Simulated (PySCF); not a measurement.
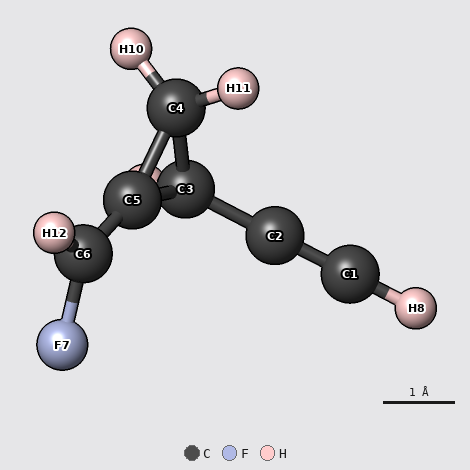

Fig. 1: The structure (ball-and-stick view, seen at a tilt; atoms are numbered from 1 in the order of the input).

**What a change does: NMR shielding calculation on C$_{6}$H$_{5}$F**

System: C$_{6}$H$_{5}$F.
Method of run 1: GIAO PBE0/aug-cc-pVDZ NMR shielding, non-relativistic, gas phase (PySCF 2.14.0).

The geometry comes from this level: GFN2-xTB. Text and figures count atoms from 1; the logs count them from 0 in places.

## Input, run 1
```
{"job": {"kind": "nmr", "xc": "PBE0", "basis": "aug-cc-pVDZ", "pop": false, "scf": {"conv": 1e-07}}, "charge": 0, "multiplicity": 1}
C      2.125816    -1.670636    -0.051402
C      1.437824    -0.694090    -0.135956
C      0.605401     0.466243    -0.217036
C      0.025665     1.057740     1.061439
C     -0.829428     0.349092     0.110704
C     -2.015926    -0.094077    -0.202092
F     -2.250873    -0.784155    -1.339254
H      2.734183    -2.522497     0.008476
H      0.885038     1.152317    -1.010461
H     -0.058653     2.133003     1.135750
H      0.258937     0.568867     1.997437
H     -2.916785     0.037506     0.381086
```

The first line tells a small driver script what to run in PySCF; the rest is the geometry in Å.

Launched with:
```bash
OMP_NUM_THREADS=1 python <driver script> task.json out
```

Hardware: 1 CPU thread, shared host.

## Output (run 1)
```
final grid: 105712 points
cycle   1  E = -330.9511067551  dE =  1.246e+00  |g| = 4.647e-01  |ddm| = 1.853e+01
cycle   2  E = -330.9347233288  dE =  1.638e-02  |g| = 5.769e-01  |ddm| = 3.234e+00
cycle   3  E = -330.9982434185  dE = -6.352e-02  |g| = 8.106e-02  |ddm| = 1.458e+00
cycle   4  E = -330.9994846956  dE = -1.241e-03  |g| = 2.391e-02  |ddm| = 2.715e-01
cycle   5  E = -330.9996130765  dE = -1.284e-04  |g| = 8.945e-03  |ddm| = 1.042e-01
cycle   6  E = -330.9996253756  dE = -1.230e-05  |g| = 5.279e-03  |ddm| = 3.224e-02
cycle   7  E = -330.9996323320  dE = -6.956e-06  |g| = 8.244e-04  |ddm| = 1.479e-02
cycle   8  E = -330.9996325051  dE = -1.731e-07  |g| = 1.737e-04  |ddm| = 2.655e-03
cycle   9  E = -330.9996325111  dE = -6.062e-09  |g| = 8.974e-05  |ddm| = 6.253e-04
converged SCF energy = -330.9996325111

GIAO shielding tensors (ppm)
atom      isotropic    diamagn.    paramagn.     s11        s22        s33       span
  0 C      134.076     254.644    -120.568     66.912     73.605    261.711    194.798
  1 C      116.372     269.392    -153.021     23.851     31.735    293.530    269.679
  2 C      188.441     214.114     -25.673    159.948    174.166    231.210     71.262
  3 C      183.359     245.534     -62.175    155.093    180.505    214.479     59.386
  4 C       92.627     219.547    -126.920     12.905     69.604    195.372    182.467
  5 C       55.812     255.156    -199.344    -15.403     89.731     93.107    108.511
  6 F      311.541     471.904    -160.363    224.844    302.126    407.653    182.810
  7 H       30.680      33.334      -2.654     25.368     25.508     41.163     15.794
  8 H       29.414      27.977       1.437     23.092     26.923     38.227     15.135
  9 H       30.113      31.820      -1.707     25.334     25.930     39.076     13.742
 10 H       30.173      35.763      -5.590     25.590     27.371     37.560     11.970
 11 H       24.474      31.609      -7.135     20.749     25.351     27.323      6.575
```

The input of run 2 differs as follows (lines with − go, lines with + come):
```diff
-"basis": "aug-cc-pVDZ"
-"pop": false
-"scf": {"conv": 1e-07}
+"basis": "pcSseg-1"
+"pop": true
```

What does this change do to the results?

The total energy of run 2 is 45.7 kcal/mol higher, which measures the change of basis and not a stability. The LUMO goes from −0.28 to −0.02 eV. The dipole moment goes from 1.99 to 1.96 D. Of all shieldings, the largest change is that of C6, by −20.4 ppm. Diffuse functions give room to the loosely bound empty orbitals, which lowers the LUMO. The SCF takes 14 iterations against 9. The basis functions go from 206 to 144.

## Output (run 2)
```
coarse grid: 10704 points
cycle   1  E = -330.8237664865  dE =  1.217e+00  |g| = 5.037e-01  |ddm| = 3.405e+00
cycle   2  E = -330.8098904540  dE =  1.388e-02  |g| = 6.094e-01  |ddm| = 1.036e+00
cycle   3  E = -330.8747722096  dE = -6.488e-02  |g| = 8.759e-02  |ddm| = 5.160e-01
cycle   4  E = -330.8761555957  dE = -1.383e-03  |g| = 2.713e-02  |ddm| = 8.635e-02
cycle   5  E = -330.8762918868  dE = -1.363e-04  |g| = 1.325e-02  |ddm| = 2.928e-02
cycle   6  E = -330.8763270723  dE = -3.519e-05  |g| = 5.108e-03  |ddm| = 1.254e-02
cycle   7  E = -330.8763332702  dE = -6.198e-06  |g| = 1.129e-03  |ddm| = 4.470e-03
final grid: 105712 points
cycle   8  E = -330.9267980862  dE = -3.470e-05  |g| = 5.720e-03  |ddm| = 4.342e-02
cycle   9  E = -330.9267965227  dE =  1.564e-06  |g| = 6.840e-03  |ddm| = 1.088e-02
cycle  10  E = -330.9268058657  dE = -9.343e-06  |g| = 1.302e-03  |ddm| = 5.671e-03
cycle  11  E = -330.9268061512  dE = -2.855e-07  |g| = 3.066e-04  |ddm| = 1.222e-03
cycle  12  E = -330.9268061643  dE = -1.303e-08  |g| = 2.045e-04  |ddm| = 3.497e-04
cycle  13  E = -330.9268061741  dE = -9.835e-09  |g| = 3.032e-05  |ddm| = 1.641e-04
cycle  14  E = -330.9268061743  dE = -1.785e-10  |g| = 1.359e-05  |ddm| = 3.276e-05
converged SCF energy = -330.9268061743

GIAO shielding tensors (ppm)
atom      isotropic    diamagn.    paramagn.     s11        s22        s33       span
  0 C      114.813     257.235    -142.422     38.797     45.034    260.609    221.813
  1 C       98.524     255.783    -157.260     -4.096      5.509    294.158    298.254
  2 C      178.234     248.490     -70.255    148.334    162.898    223.471     75.137
  3 C      172.077     251.758     -79.681    142.232    166.493    207.506     65.274
  4 C       77.554     262.471    -184.917     -7.742     52.803    187.602    195.344
  5 C       35.379     246.781    -211.403    -42.155     74.036     74.255    116.410
  6 F      292.633     473.451    -180.818    191.894    281.169    404.835    212.941
  7 H       30.439      33.855      -3.416     24.903     25.236     41.177     16.274
  8 H       29.465      27.794       1.671     22.973     26.872     38.549     15.576
  9 H       30.107      29.405       0.703     25.105     25.931     39.286     14.181
 10 H       30.168      29.582       0.586     25.278     27.344     37.883     12.605
 11 H       24.404      28.352      -3.947     20.600     25.344     27.268      6.668
```

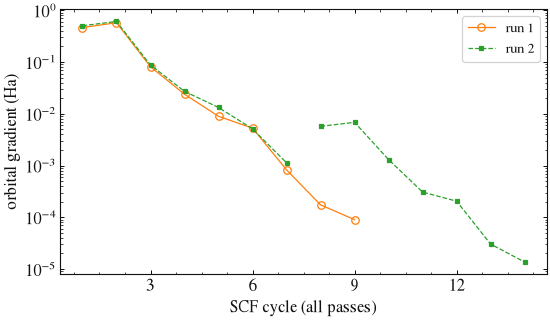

Fig. 2: Convergence of the two runs: orbital gradient against the SCF cycle. A break in a curve parts two SCF passes (coarse and final grid). Run 1 takes 9 cycles in all, and run 2 takes 14.

## The two runs side by side

```tsv
quantity	run 1	run 2
outcome	converged	converged
total energy (hartree)	−330.999633	−330.926806
HOMO (eV)	−7.44	−7.44
LUMO (eV)	−0.28	−0.02
dipole moment (D)	1.99	1.96
shielding of C1 (ppm)	134.1	114.8
shielding of C2 (ppm)	116.4	98.5
shielding of C3 (ppm)	188.4	178.2
shielding of C4 (ppm)	183.4	172.1
shielding of C5 (ppm)	92.6	77.6
shielding of C6 (ppm)	55.8	35.4
shielding of F7 (ppm)	311.5	292.6
SCF iterations	9	14
basis functions	206	144
wall time (shared host)	15 s	8.9 s
```
